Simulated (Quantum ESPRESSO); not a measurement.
# Carrying a functional's shift from two faces of Cu to a third

Method. Quantum ESPRESSO 7.5 (pw.x, pp.x), GBRV ultrasoft files, cold smearing of 0.02 Ry; slabs at the tabulated lattice constant, relaxed under PBE by Ansatz 0.2.0; both functionals on the same atoms. Work functions in eV.

| face | area an atom (Å²) | PBE | LDA |
| --- | --- | --- | --- |
| (111) | 5.64 | 4.775 | 5.146 |
| (100) | 6.52 | 4.504 | 4.870 |
| (110) | 9.22 | 4.383 | withheld |

**Question.** What does LDA give for (110)?

By hand: The shifts from PBE are 5.146 − 4.775 = +0.371 eV and 4.870 − 4.504 = +0.366 eV, +0.369 eV in the mean. A rigid shift gives 4.383 + (+0.369) = 4.752 eV.

**Check.** 4.747 eV; the estimate misses by +0.005 eV. The shift is rigid within 0.03 eV, so differences between faces carry over. The measured value for this face is 4.56 eV (“Anisotropic work function of elemental crystals” (2019, arxiv:1902.07811)): PBE is off by −0.18 eV and LDA by +0.19 eV; other measurements of a face can differ by 0.1 to 0.2 eV.

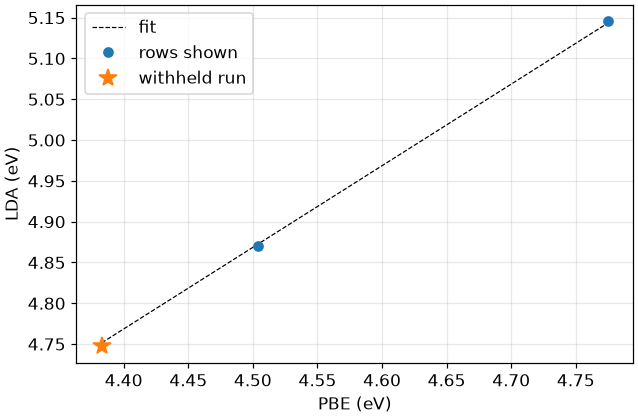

The rows shown, the fit and the withheld run.

Caveats: Thin, unreconstructed slabs; thickness and mesh leave some 0.05 to 0.1 eV open, which largely cancels in the shift.
